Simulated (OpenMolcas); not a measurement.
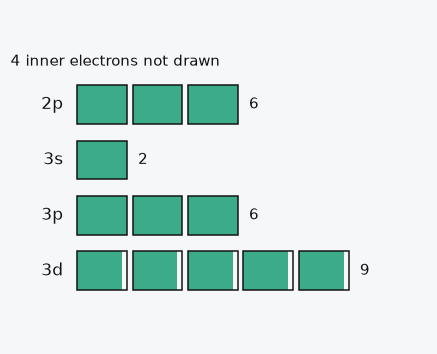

*The outer shells of the leading configuration of the lowest level: a box for each of the 2l + 1 orbitals, shaded by the share of the shell that is filled, with the electron count at the right.*

## Multiconfigurational calculation for Cu²⁺ complex

Cu²⁺ with 4 ligands (Br; square, 2.48 Å), neutralised by 4 outer point charges of +0.5 e, whose field is part of the energies. Computed at this level: state-averaged CASSCF, active space 9 electrons in the shell 3d, basis ANO-RCC-VDZP on the metal and ANO-RCC-VDZP on the ligands, DKH2 scalar Hamiltonian, spin-orbit coupling by RASSI with atomic mean-field integrals (OpenMolcas).

**Results in brief**

- outcome: converged
- energy of the lowest spin-free term: −12071.09851 hartree
- energy of the lowest spin-orbit level: −12071.09922 hartree
- largest spread among components of a term: 0.0 cm⁻¹
- hardware: 1 thread of Arm Neoverse V2, 24 GiB of memory available, shared host
- wall time: 11 s
- peak memory: 0.27 GiB

**Notes**

Without dynamic correlation the splittings between terms come out too large, often by 20 to 50 %. To bear in mind: covalent bonds, ligand orbitals missing from the active space; distances are set from ionic radii, not optimised.

**Input file**
```
&GATEWAY
Coord
5

Cu 0.0 0.0 0.0
Br 2.480000 0.000000 0.000000
Br 0.000000 2.480000 0.000000
Br -2.480000 0.000000 0.000000
Br 0.000000 -2.480000 0.000000
Basis=Cu.ANO-RCC-VDZP,Br.ANO-RCC-VDZP
Group=XYZ
NoMove
AngMom=0.0 0.0 0.0
AMFI
RICD
XField
2 Angstrom 0
5.280000 0.000000 0.000000 0.500000
0.000000 5.280000 0.000000 0.500000
&SEWARD
&RASSCF
FileOrb=start.orb
Symmetry=1
Spin=2
nActEl=9 0 0
Inactive=39 42
Ras2=5 0
CIRoot=5 5 1
SDav=5
CIMx=300
Iter=150 100
PrWF=0.3
OrbListing=Nothing
MaxOrb=0
LevShft=1.0
>>> COPY $Project.JobIph JOB001
&RASSI
NrOfJobIphs=1 5
1 2 3 4 5
IphNames
JOB001
EJob
SpinOrbit
DIPRint=1.0
SOCoupling=1000.0
Subsets=2
Property=9
'ANGMOM' 1 'ANGMOM' 2 'ANGMOM' 3 'MLTPL  1' 1 'MLTPL  1' 2 'MLTPL  1' 3
'AMFI' 1 'AMFI' 2 'AMFI' 3
SOProperty=3
'ANGMOM' 1 'ANGMOM' 2 'ANGMOM' 3
```

The file start.orb holds starting orbitals from an earlier step. A driver script formed the levels outside the program, from RASSI's spin-orbit matrix and the active-space energies, averaged over the components of each term or state.

Launched with:
```bash
OMP_NUM_THREADS=1 MOLCAS_MEM=2457 MOLCAS_PROJECT=a pymolcas a.inp > a.log  # once for each step of the input, in one work folder
```

**Log (extracts)**
```
--- SEWARD ---
Basis set label: CU.ANO-RCC...5S4P2D1F.

      Electronic valence basis set:
      ------------------
      Associated Effective Charge  29.000000 au
      Associated Actual Charge     29.000000 au
      Nuclear Model: Point charge

      Shell  nPrim  nBasis  Cartesian Spherical Contaminant
         s      21       5        X
         p      15       4        X
         d      10       2                 X
         f       6       1                 X
                  Relativistic Douglas-Kroll-Hess integrals:
                    - DKH order of Hamiltonian: 2
                    - DKH order of Properties : 0
                  Atomic mean-field integrals
--- RASSCF ---
Wave function specifications:
      -----------------------------

      Number of closed shell electrons         162
      Number of electrons in active shells       9
      Max number of holes in RAS1 space          0
      Max nr of electrons in RAS3 space          0
      Number of inactive orbitals               81
      Number of active orbitals                  5
      Number of secondary orbitals              56
      Spin quantum number                      0.5
      State symmetry                             1
Orbital specifications:
      -----------------------

      Symmetry species                           1   2
                                                ag  au
      Frozen orbitals                            0   0
      Inactive orbitals                         39  42
      Active orbitals                            5   0
      RAS1 orbitals                              0   0
      RAS2 orbitals                              5   0
      RAS3 orbitals                              0   0
      Secondary orbitals                        25  31
      Deleted orbitals                           0   0
      Number of basis functions                 69  73
      Number of CSFs                             5
      Number of root(s) required                 5
      Iter CI   SX   CI       RASSCF       Energy    max ROT     max BLB   max BLB  Level Ln srch  Step   QN
          iter iter root      energy       change     param      element    value   shift minimum  type update
 Nr of preliminary CI iterations:   1
      Total energies have been shifted. Add               -12000.00 au
        1   1   16    0   -70.76220339    0.00E+00   4.93E-02   44  50 1  3.06E-01*  1.69   0.00    SX    NO
        2   1   15    0   -70.96653853   -2.04E-01*  4.11E-02   13  43 2  1.32E-01*  1.42   0.00    SX    NO
        3   1   15    0   -71.03348398   -6.69E-02*  3.12E-02   13  43 2  8.59E-02*  1.41   0.00    SX    NO
        4   1   15    0   -71.05742562   -2.39E-02*  1.71E-02   10  45 1  5.70E-02*  1.35   0.00    SX    NO
        5   1   14    0   -71.06736708   -9.94E-03*  2.25E-02   10  45 1  4.15E-02*  1.34   2.50    LS   YES
        6   1   13    0   -71.07362636   -6.26E-03*  1.18E-02    6  55 2 -3.04E-02*  1.32   1.30    QN   YES
        7   1   14    0   -71.07546413   -1.84E-03* -6.29E-03   44  50 1 -1.05E-02*  1.30   1.17    QN   YES
        8   1   13    0   -71.07613415   -6.70E-04* -4.47E-03   10  43 2  4.10E-03*  1.30   1.73    LS   YES
        9   1   13    0   -71.07627854   -1.44E-04*  4.85E-03   13  43 2 -4.28E-03*  1.30   1.02    QN   YES
       10   1   12    0   -71.07641137   -1.33E-04*  2.26E-03   10  45 1  1.89E-03*  1.30   1.47    LS   YES
       11   1   11    0   -71.07642654   -1.52E-05*  9.70E-04    6  55 2  2.41E-03*  1.30   1.01    QN   YES
       12   1   11    0   -71.07644680   -2.03E-05*  9.84E-04   10  45 1  1.52E-03*  1.30   2.02    LS   YES
       13   1   11    0   -71.07645382   -7.03E-06* -3.93E-04    6  55 2 -1.78E-03*  1.30   1.02    QN   YES
       14   1    9    0   -71.07645657   -2.75E-06* -2.27E-04    6  55 2 -4.39E-04*  1.30   1.58    LS   YES
       15   1    9    0   -71.07645699   -4.17E-07* -1.16E-04   42  48 1 -4.75E-04*  1.30   1.00    QN   YES
       16   1    8    0   -71.07645755   -5.64E-07* -1.06E-04    4  53 2  2.05E-04*  1.30   1.91    LS   YES
       17   1    8    0   -71.07645771   -1.65E-07*  8.39E-05   10  45 1  1.27E-04*  1.30   0.99    QN   YES
       18   1    7    0   -71.07645780   -8.55E-08*  1.26E-04   10  45 1  7.33E-05   1.30   2.50    LS   YES
       19   1    7    0   -71.07645782   -2.27E-08* -1.67E-05   44  50 1 -5.70E-05   1.30   0.67    QN   YES
       20   1    7    0   -71.07645784   -1.45E-08* -1.39E-05   19  45 2  2.98E-05   1.30   1.39    QN   YES
       21   1    6    0   -71.07645784   -3.91E-09   1.35E-05   19  45 2  1.81E-05   1.30   2.50    QN   YES
      Convergence after 21 iterations
       22   1    6    0   -71.07645784   -1.36E-09   1.35E-05   19  45 2  8.08E-06   1.30   2.50    QN   YES
      Natural orbitals and occupation numbers for root  1
      sym 1:   2.000000   1.000000   2.000000   2.000000   2.000000
      Natural orbitals and occupation numbers for root  2
      sym 1:   1.000000   2.000000   2.000000   2.000000   2.000000
      Natural orbitals and occupation numbers for root  3
      sym 1:   1.000000   2.000000   2.000000   2.000000   2.000000
::    RASSCF root number  1 Total energy: -12071.09850768
::    RASSCF root number  2 Total energy: -12071.07605997
::    RASSCF root number  3 Total energy: -12071.06998165
::    RASSCF root number  4 Total energy: -12071.06998165
::    RASSCF root number  5 Total energy: -12071.06775827
--- RASSI ---
SPIN-FREE ENERGIES:
  (Shifted by EMIN (a.u.) =     -12071.0985076782)

 SF State       Relative EMIN(au)   Rel lowest level(eV)    D:o, cm**(-1)

     1             0.0000000000        0.0000000000              0.0000
     2             0.0224477130        0.6108333897           4926.7035
     3             0.0285260280        0.7762327656           6260.7395
     4             0.0285260280        0.7762327656           6260.7395
     5             0.0307494100        0.8367340736           6748.7154
     Dipole printing threshold changed to   1.00000000E+00
Eigenvalues of complex Hamiltonian:
   -----------------------------------
  (Shifted by EMIN (a.u.) =     -12071.0985076782)

 SO State       Relative EMIN(au)   Rel lowest level(eV)    D:o, cm**(-1)

     1            -0.0007109853        0.0000000000              0.0000
     2            -0.0007109853        0.0000000000              0.0000
     3             0.0213048827        0.5990822870           4831.9245
     4             0.0213048827        0.5990822870           4831.9245
     5             0.0260203396        0.7273964053           5866.8477
     6             0.0260203396        0.7273964053           5866.8477
     7             0.0285028136        0.7949479646           6411.6877
     8             0.0285028136        0.7949479646           6411.6877
     9             0.0351321285        0.9753408126           7866.6542
    10             0.0351321285        0.9753408126           7866.6542
Weights of the five most important spin-orbit-free states for each spin-orbit state.

 SO State  Total energy (au)           Spin-free states, spin, and weights
 -------------------------------------------------------------------------------------------------------
    1        -0.000711       1 0.5  0.9737    2 0.5  0.0205    3 0.5  0.0029    4 0.5  0.0029    5 0.5  0.0000
    2        -0.000711       1 0.5  0.9737    2 0.5  0.0205    3 0.5  0.0029    4 0.5  0.0029    5 0.5  0.0000
    3         0.021305       2 0.5  0.7579    3 0.5  0.1171    4 0.5  0.1171    1 0.5  0.0079    5 0.5  0.0000
    4         0.021305       2 0.5  0.7579    3 0.5  0.1171    4 0.5  0.1171    1 0.5  0.0079    5 0.5  0.0000
    5         0.026020       5 0.5  0.4810    4 0.5  0.2595    3 0.5  0.2595    2 0.5  0.0000    1 0.5  0.0000
    6         0.026020       5 0.5  0.4810    4 0.5  0.2595    3 0.5  0.2595    2 0.5  0.0000    1 0.5  0.0000
    7         0.028503       3 0.5  0.3801    4 0.5  0.3801    2 0.5  0.2215    1 0.5  0.0184    5 0.5  0.0000
    8         0.028503       3 0.5  0.3801    4 0.5  0.3801    2 0.5  0.2215    1 0.5  0.0184    5 0.5  0.0000
    9         0.035132       5 0.5  0.5190    4 0.5  0.2405    3 0.5  0.2405    1 0.5  0.0000    2 0.5  0.0000
   10         0.035132       5 0.5  0.5190    4 0.5  0.2405    3 0.5  0.2405    1 0.5  0.0000    2 0.5  0.0000
 -------------------------------------------------------------------------------------------------------
```

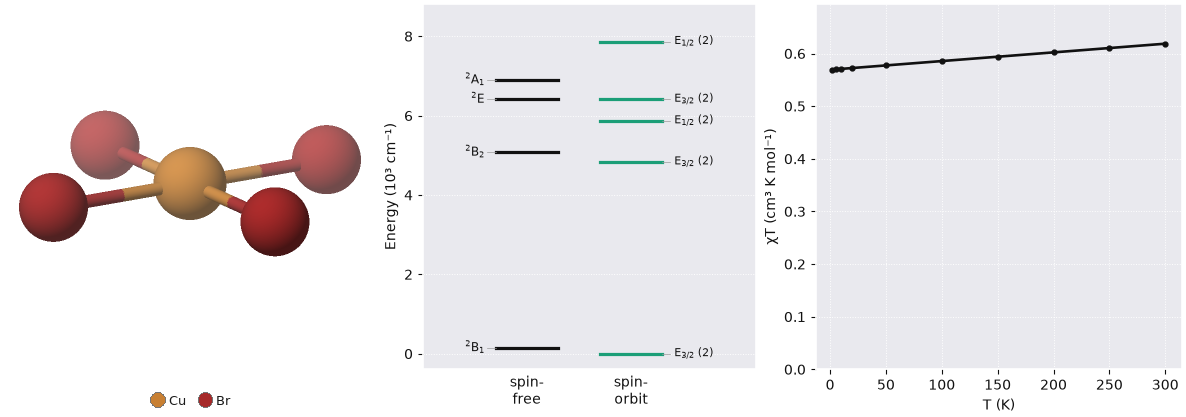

*Cu²⁺ (3d⁹) with 4 ligands, Br⁻, at 2.48 Å (arrangement: square, D4h), neutralised by outer point charges of +0.5 e, and its levels and susceptibility. Labels give the representation in O, Td, D4 or D3 as the site allows (double group for half-integer spin) where it could be assigned and, in brackets, the degeneracy; spin-free states, where drawn, share the zero of the spin-orbit levels. Powder susceptibility by Van Vleck's formula.*

The ground level is E₃/₂, a Kramers doublet, 100 % from states of spin multiplicity 2. Its principal g values are 2.13, 2.13 and 3.02. The next level lies at 4,830 cm⁻¹ (E₃/₂). The lowest spin-free state is ²B₁, from the free-ion D term; of the same spin there follow at 4,930 cm⁻¹ (²B₂), 6,260 cm⁻¹ (²E) and 6,750 cm⁻¹ (²A₁) above it. χT is 0.570 cm³ K mol⁻¹ at 2 K and 0.619 at 300 K, an effective moment of 2.22 μB. The active orbitals hold 92 to 99 % metal character (Löwdin), and the Mulliken charge of the metal is +0.91.
